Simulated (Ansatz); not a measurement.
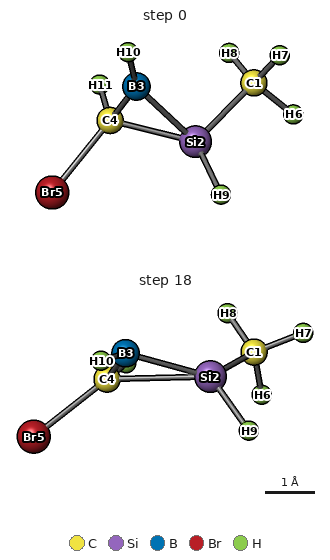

The structure of C2H6BBrSi (coarse preliminary run) before (top) and after (bottom) a relaxation, at one scale.

Style: ball-and-stick. Shown at a tilt.

The start comes from a force field.

Method: RKS PBE-D4/def2-SVP (Ansatz).

Input
```yaml
crystal:
  periodic: [false, false, false]
  atoms:
    - {symbol: C, position_ang: [-1.307200, 0.245600, 1.087000]}
    - {symbol: Si, position_ang: [-0.067900, 0.723300, -0.201600]}
    - {symbol: B, position_ang: [1.435600, -0.609000, 0.004500]}
    - {symbol: C, position_ang: [0.586600, -0.593600, -1.235900]}
    - {symbol: Br, position_ang: [1.403800, 0.009600, -2.850000]}
    - {symbol: H, position_ang: [-2.143800, 1.087000, 1.081100]}
    - {symbol: H, position_ang: [-0.855700, 0.236700, 2.081000]}
    - {symbol: H, position_ang: [-1.771600, -0.673200, 0.818700]}
    - {symbol: H, position_ang: [0.575700, 2.068400, -0.130800]}
    - {symbol: H, position_ang: [2.373000, -1.063500, 0.653000]}
    - {symbol: H, position_ang: [-0.163000, -1.488400, -1.286500]}
basis:
  gaussian: {orbitals: def2-SVP}
hamiltonian: {xc: pbe, dispersion: d4}
relax: {f_tol: 0.03, max_steps: 200}
```

Command:
```bash
ansatz run in.yaml --threads 4 --pin off --events-out ev --progress --plain --max-ram 10444MiB
```

### Summarise the run.

The largest move after the best rigid fit is that of H10, 1.08 Å. By element the largest moves are H 1.08 Å, Si 0.96 Å, Br 0.78 Å, B 0.29 Å, C 0.18 Å. Among the contacts that change: Si2–Br5 3.113 → 3.938 Å, Si2–C4 1.798 → 2.214 Å, Si2–B3 2.019 → 1.918 Å, C1–H6 1.187 → 1.109 Å. Among the angles between lasting bonds that change: Si2–C4–Br5 114.3° → 143.6°, C1–Si2–B3 104.9° → 130.8°, Si2–C4–H11 110.6° → 85.5°. After 15 accepted moves (18 points after the start) the energy has fallen by 1.396 eV. The largest force component goes from 3.2 to 0.0064 eV/Å. The line search rejected the trial steps at points 7, 12, 16 of the run. Cost: 14 s on 4 threads of AMD EPYC 9R45 96-Core, on a shared host.
